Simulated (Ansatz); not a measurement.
# A computed series for hypothetical cubic perovskite CaSnSe3: pressure series

Take CaSnSe$_{3}$ in the cubic perovskite structure (space group Pm-3m, No. 221; a = 5.212 Å; a hypothetical phase, not in the database extracts checked) as the base.

Cell and atoms are relaxed at each pressure.

Level of theory: PBEsol/PAW in Ansatz (an electronic-structure program), no SOC.

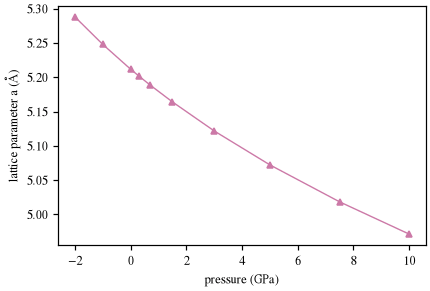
*Lattice parameter a against pressure*

### Question
From the plot, what is the lattice parameter a for pressure 0.7 GPa?

### Answer
About 5.19 Å.

### Question
Is the trend monotonic over the range shown?

### Answer
Yes, it falls throughout, spanning 4.971 Å to 5.288 Å.

Load acts through the strain it causes; cell and atoms are relaxed under it. No phonon test of stability was made. Competing high-pressure phases were not computed. The final runs are not spin-polarised. Many cubic perovskites are stable only at high temperature; tilts and polar distortions were not tested.
